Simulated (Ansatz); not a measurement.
# CH4OSn: one structure at several levels

How do the functionals fare away from a minimum? The structure is a structure displaced at random from a GFN2-xTB minimum.

Program: Ansatz 0.2.0, Gaussian basis. Level of theory: single points in def2-TZVPP. These are calculated values, not measurements.

Correlated methods freeze the cores. Filled d shells of the heavier atoms are correlated. Core potentials replace the inner electrons past krypton, and spin-orbit coupling is left out.

### 1 The system as given

7 atoms, charge 0, spin multiplicity 1.

Atoms are counted from 1 here; the program's logs count them from 0.

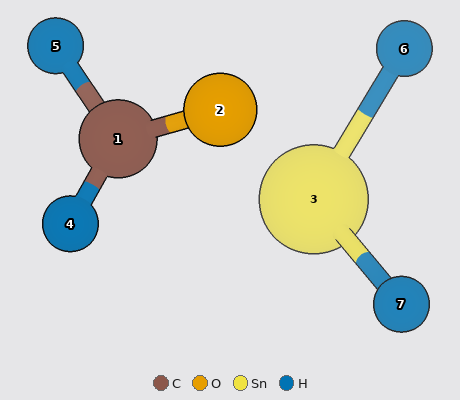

The starting geometry (carbon brown, oxygen amber, tin yellow, hydrogen blue); atoms are numbered from 1 in the order of the file.

Geometry (Å):

```
C    -0.88370   -0.74110   -0.63160
O    -0.34930   -1.12940    0.44190
Sn    0.93780    1.41650    0.06660
H    -0.57470   -1.09890   -1.56370
H    -2.06300   -0.19780   -0.52640
H     0.45340    1.34110    1.89030
H     2.40740    0.30000    0.16910
```

### 2 CCSD(T)/def2-TZVPP

Input file run/in.yaml:

```yaml
crystal:
  periodic: [false, false, false]
  atoms:
    - {symbol: C, position_ang: [-0.883700, -0.741100, -0.631600]}
    - {symbol: O, position_ang: [-0.349300, -1.129400, 0.441900]}
    - {symbol: Sn, position_ang: [0.937800, 1.416500, 0.066600]}
    - {symbol: H, position_ang: [-0.574700, -1.098900, -1.563700]}
    - {symbol: H, position_ang: [-2.063000, -0.197800, -0.526400]}
    - {symbol: H, position_ang: [0.453400, 1.341100, 1.890300]}
    - {symbol: H, position_ang: [2.407400, 0.300000, 0.169100]}
basis:
  gaussian: {orbitals: def2-TZVPP}
correlation: {method: ccsd_t}
output: {forces: true}
```

The command line of these runs was not kept.

The log of the run:

```text
Functional definition: HF
  name "HF"
  cite "Fock, Z. Phys. 61, 126 (1930) doi:10.1007/BF01340294"
  parent pbe
  exchange = exact_x
  correlation = 0
1173 factors; integrals over basis functions are off by at most 9.5e-4 eV
mean field evaluation 1: about -8931.4232 eV, gradient 3.5e1 eV
mean field evaluation 2: about -8931.5727 eV, gradient 3.5e1 eV
mean field evaluation 4: about -8934.7609 eV, gradient 3.6e0 eV
mean field evaluation 8: about -8934.8595 eV, gradient 5.6e-1 eV
mean field evaluation 16: about -8934.8638 eV, gradient 2.7e-6 eV
mean field evaluation 32: about -8909.3036 eV, gradient 9.6e1 eV
mean field -8934.86378285 eV, -328.3501877514 hartree, gradient 2.7e-6 eV, S^2 0.000000; 1 other end points of the search recorded, 0 dependent functions left out; unrestricted orbitals would lower it
6 core orbitals not correlated: weight in the atoms' cores, before any rotation towards them, 1.000 or more for the frozen orbitals, at most 0.000 for the correlated occupied ones
reference -8934.86378285 eV, -328.3501877514 hartree; 14, 14 occupied and 148, 148 virtual orbitals, 1173 factors
second order -19.82719236 eV of doubles, -0.00000000 eV of singles
cycle   1  -19.48603118 eV  change    3.4e-1 eV  update   1.3e-1
cycle   2  -20.11545728 eV  change   -6.3e-1 eV  update   4.3e-2
cycle   3  -20.27464787 eV  change   -1.6e-1 eV  update   2.4e-2
cycle   4  -20.25861395 eV  change    1.6e-2 eV  update   6.7e-3
cycle   5  -20.25862316 eV  change   -9.2e-6 eV  update   3.0e-3
cycle   6  -20.25917726 eV  change   -5.5e-4 eV  update   1.0e-3
cycle   7  -20.25869454 eV  change    4.8e-4 eV  update   5.8e-4
cycle   8  -20.25856591 eV  change    1.3e-4 eV  update   2.6e-4
cycle   9  -20.25862611 eV  change   -6.0e-5 eV  update   1.6e-4
cycle  10  -20.25858841 eV  change    3.8e-5 eV  update   6.8e-5
cycle  11  -20.25858890 eV  change   -5.0e-7 eV  update   3.5e-5
cycle  12  -20.25860604 eV  change   -1.7e-5 eV  update   1.3e-5
cycle  13  -20.25861239 eV  change   -6.3e-6 eV  update   6.1e-6
cycle  14  -20.25861670 eV  change   -4.3e-6 eV  update   3.2e-6
perturbative correction -0.77104319 eV, -0.0283353145 hartree
the calculation of the forces begins
working
working
mean field evaluation 64: about -8934.8638 eV, gradient 2.7e-6 eV
Total energy: -8955.89344273 eV, -329.1230134978 hartree
Atom 0 at    -0.883700    -0.741100    -0.631600 Å, force    -3.412673     0.217791     4.855132 eV/Å
Atom 1 at    -0.349300    -1.129400     0.441900 Å, force    -0.690996     1.220859    -2.555602 eV/Å
Atom 2 at     0.937800     1.416500     0.066600 Å, force     0.222961    -0.801220     1.186173 eV/Å
Atom 3 at    -0.574700    -1.098900    -1.563700 Å, force     0.746929    -0.187823    -1.768868 eV/Å
Atom 4 at    -2.063000    -0.197800    -0.526400 Å, force     3.386437    -1.128987    -0.624387 eV/Å
Atom 5 at     0.453400     1.341100     1.890300 Å, force     0.481517     0.072699    -1.182755 eV/Å
Atom 6 at     2.407400     0.300000     0.169100 Å, force    -0.734175     0.606680     0.090307 eV/Å
Dipole moment:    -0.290928     0.098470    -0.527999 e Å
```

Wall time 2.9 min (4 threads, shared host); peak memory 3 GiB.

### 3 PBE0-D4/def2-TZVPP

run/in.yaml: that of step 2 with these lines changed.

```diff
@@ -12,3 +12,3 @@
   gaussian: {orbitals: def2-TZVPP}
-correlation: {method: ccsd_t}
-output: {forces: true}
+hamiltonian: {xc: pbe0, dispersion: d4}
+output: {forces: true, orbitals: {seedname: orbitals}}
```

The log in run was not kept; the run's report gives a total energy of -8975.889348 eV.

It took 1.6 s on 4 threads, shared host; peak memory 0.32 GiB.

### 4 wB97M-V/def2-TZVPP

run/in.yaml: that of step 3 with these lines changed.

```diff
@@ -12,3 +12,3 @@
   gaussian: {orbitals: def2-TZVPP}
-hamiltonian: {xc: pbe0, dispersion: d4}
-output: {forces: true, orbitals: {seedname: orbitals}}
+hamiltonian: {xc: {name: wB97M-V}}
+output: {forces: true}
```

The log in run was not kept; the run's report gives a total energy of -8976.582245 eV.

Wall time 5.5 s (4 threads, shared host); peak memory 0.43 GiB.

### 5 r2SCAN-D4/def2-TZVPP

run/in.yaml: that of step 4 with these lines changed.

```diff
@@ -12,3 +12,3 @@
   gaussian: {orbitals: def2-TZVPP}
-hamiltonian: {xc: {name: wB97M-V}}
+hamiltonian: {xc: r2scan, dispersion: d4}
 output: {forces: true}
```

The log in run was not kept; the run's report gives a total energy of -8979.804533 eV.

Run time: 2.4 s. Hardware: 4 threads, shared host; peak memory 0.19 GiB.

### 6 PBE-D4/def2-TZVPP

run/in.yaml: that of step 5 with these lines changed.

```diff
@@ -12,3 +12,3 @@
   gaussian: {orbitals: def2-TZVPP}
-hamiltonian: {xc: r2scan, dispersion: d4}
+hamiltonian: {xc: pbe, dispersion: d4}
 output: {forces: true}
```

The log of the run:

```text
Functional definition: PBE
  name "PBE"
  cite "Perdew, Burke & Ernzerhof, Phys. Rev. Lett. 77, 3865 (1996) doi:10.1103/PhysRevLett.77.3865"
[... 1 set-up line as earlier in the session ...]
  parameter kappa = 0.804
  parameter beta = 0.06672455060314922
  exchange = pbe_x(kappa = kappa, mu = beta*pi^2/3)
  correlation = pbe_c(beta = beta)
955 factors; their error is unknown
mean field evaluation 1: about -8961.0975 eV, gradient 7.7e1 eV
mean field evaluation 2: about -8621.4532 eV, gradient 2.2e2 eV
mean field evaluation 4: about -8974.6122 eV, gradient 2.5e1 eV
mean field evaluation 8: about -8975.7865 eV, gradient 9.0e-1 eV
mean field evaluation 16: about -8975.7733 eV, gradient 1.9e-3 eV
mean field -8975.77327114 eV, -329.8535837168 hartree, gradient 2.1e-5 eV, S^2 0.000000; 0 other end points of the search recorded, 0 dependent functions left out
the calculation of the forces begins
reference -8975.77331964 eV, -329.8535854991 hartree; 20, 20 occupied and 148, 148 virtual orbitals, 955 factors
Total energy: -8975.89874813 eV, -329.8581949109 hartree
Atom 0 at    -0.883700    -0.741100    -0.631600 Å, force    -3.063338     0.785902     4.651139 eV/Å
Atom 1 at    -0.349300    -1.129400     0.441900 Å, force    -0.410774     0.997238    -1.974797 eV/Å
Atom 2 at     0.937800     1.416500     0.066600 Å, force    -0.144224    -0.966957     0.866372 eV/Å
Atom 3 at    -0.574700    -1.098900    -1.563700 Å, force     0.767052    -0.366393    -2.091799 eV/Å
Atom 4 at    -2.063000    -0.197800    -0.526400 Å, force     2.943925    -1.003984    -0.620307 eV/Å
Atom 5 at     0.453400     1.341100     1.890300 Å, force     0.384117     0.097000    -0.903643 eV/Å
Atom 6 at     2.407400     0.300000     0.169100 Å, force    -0.476759     0.457194     0.073036 eV/Å
Dipole moment:    -0.172900     0.220634    -0.483196 e Å
```

Run time: 1.2 s. Hardware: 4 threads, shared host; peak memory 0.17 GiB.

### 7 r2SCAN0-D4/def2-TZVPP

run/in.yaml: that of step 6 with these lines changed.

```diff
@@ -12,3 +12,3 @@
   gaussian: {orbitals: def2-TZVPP}
-hamiltonian: {xc: pbe, dispersion: d4}
+hamiltonian: {xc: {name: r2SCAN0}, dispersion: d4}
 output: {forces: true}
```

The log in run was not kept; the run's report gives a total energy of -8978.347172 eV.

It took 2.8 s on 4 threads, shared host; peak memory 0.34 GiB.

### 8 BLYP-D4/def2-TZVPP

run/in.yaml: that of step 7 with these lines changed.

```diff
@@ -12,3 +12,3 @@
   gaussian: {orbitals: def2-TZVPP}
-hamiltonian: {xc: {name: r2SCAN0}, dispersion: d4}
+hamiltonian: {xc: {name: BLYP}, dispersion: d4}
 output: {forces: true}
```

The log in run was not kept; the run's report gives a total energy of -8977.760288 eV.

Run time: 1.2 s. Hardware: 4 threads, shared host; peak memory 0.16 GiB.

### 9 The levels compared

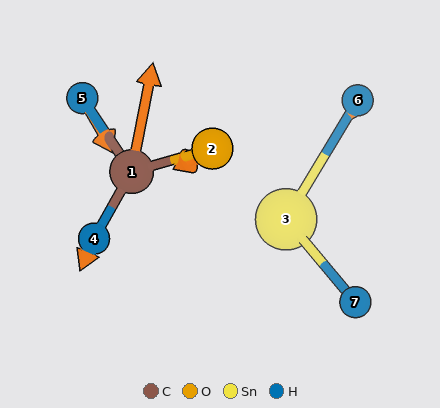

Forces at CCSD(T); the longest arrow is 5.94 eV/Å.

```
    method  RMS force component (eV/Å)  RMS error against CCSD(T) (eV/Å)  angle to CCSD(T) forces (°)  dipole (D)
   CCSD(T)                       1.763                         reference                    reference        2.93
   PBE0-D4                       1.889                             0.255                          7.0        2.89
   wB97M-V                       1.925                             0.269                          6.7        3.07
 r2SCAN-D4                       1.758                             0.173                          5.6        2.78
    PBE-D4                       1.618                             0.288                          8.4        2.68
r2SCAN0-D4                       1.983                             0.364                          8.9        2.96
   BLYP-D4                       1.561                             0.303                          7.8        2.85
```

Energy less the free neutral atoms in their ground states at the same level (atoms from separate runs):

Differences are taken before rounding.

```csv
method,rung,energy less atoms (eV),from CCSD(T) (eV)
PBE-D4,GGA,-21.898,-1.258
BLYP-D4,GGA,-21.732,-1.092
r2SCAN-D4,meta-GGA,-21.221,-0.580
PBE0-D4,hybrid,-20.981,-0.341
r2SCAN0-D4,hybrid,-20.489,+0.152
wB97M-V,range-separated hybrid,-21.143,-0.503
Hartree-Fock,wavefunction,-13.685,+6.955
MP2,wavefunction,-20.658,-0.017
CCSD,wavefunction,-20.165,+0.475
CCSD(T),wavefunction,-20.640,0
```

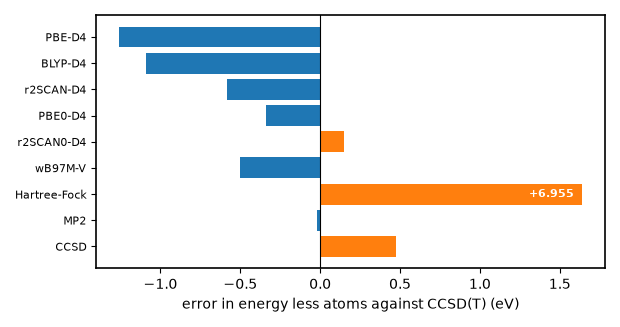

Error of each method against CCSD(T). Bars with a number in them are cut short.

What each level took, beside its miss in the forces (shared host):

| method | time | RMS force error (eV/Å) |
| --- | --- | --- |
| CCSD(T) | 2.9 min | 0 |
| PBE0-D4 | 1.6 s | 0.255 |
| wB97M-V | 5.5 s | 0.269 |
| r2SCAN-D4 | 2.4 s | 0.173 |
| PBE-D4 | 1.2 s | 0.288 |
| r2SCAN0-D4 | 2.8 s | 0.364 |
| BLYP-D4 | 1.2 s | 0.303 |

### 10 Outcome

```
                                  quantity                                                                                              value
energy less free atoms, CCSD(T)/def2-TZVPP                                                                                         -20.640 eV
                       RMS force component                                                               1.561 to 1.983 eV/Å over the methods
                           RMS force error  PBE0-D4 0.255, wB97M-V 0.269, r2SCAN-D4 0.173, PBE-D4 0.288, r2SCAN0-D4 0.364, BLYP-D4 0.303 eV/Å
                    HOMO and LUMO, PBE0-D4                                                                                 -6.56 and -2.94 eV
                             T1 diagnostic                                                                                              0.017
```

**Reading.** Against CCSD(T) the functionals' energies less atoms differ by -1.258 to +0.152 eV, PBE-D4 by -1.258 eV. CCSD(T) in triple zeta still lacks some correlation energy of the bonds, so part of these gaps is its own basis error and they don't rank the functionals. For forces r2SCAN-D4 does best and r2SCAN0-D4 worst. Frozen-core CCSD(T) forces in triple zeta carry basis errors of their own, and this is one geometry, so small gaps rank nothing. The restricted Hartree–Fock reference is unstable towards an unrestricted one at one or more of these structures.
